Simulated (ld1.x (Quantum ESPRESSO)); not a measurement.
Samarium (Sm), norm-conserving Troullier–Martins (Kleinman–Bylander form), made with ld1.x (Quantum ESPRESSO) 7.5 (PBE, scalar-relativistic). Core [Xe], reference 4f6 5d0.5 6s1.5 6p0. Waves: 6s (bound): rc 2.95 bohr; 6p (bound, empty): rc 4.20 bohr; 5d (bound): rc 2.70 bohr; 4f (bound): rc 0.95 bohr. Local part: all-electron potential smoothed inside 1.95 bohr (lloc = -2). Core correction: none.

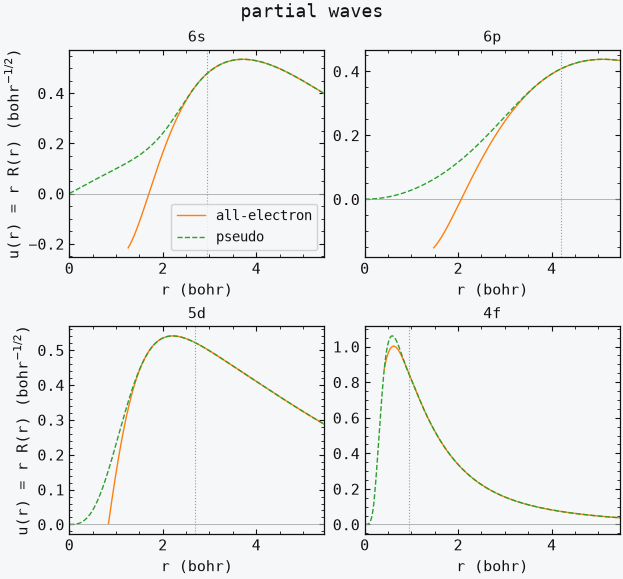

All-electron valence functions (solid) with their pseudo partners (dashed). Dotted lines mark the matching radii. The all-electron curves start outside the innermost oscillations, which aren't drawn.

Pseudo-waves: 6s has no node; 6p has no node; 5d has no node; 4f has no node.

- Cutoffs needed: over 300 Ry and over 300 Ry (the cutoffs, on a coarse ladder, from which the occupation-weighted sum of valence levels, in a spherical-Bessel basis at the reference potential, stays within 10 and 1 mRy of its value at 400 Ry)
- Ghost test: ghost states below the valence levels: s at -22.1 eV, p at -3.4 eV (spherical-Bessel basis up to 400 Ry, 20 bohr box)
- Configuration tests: 5 of 7 tests not solved
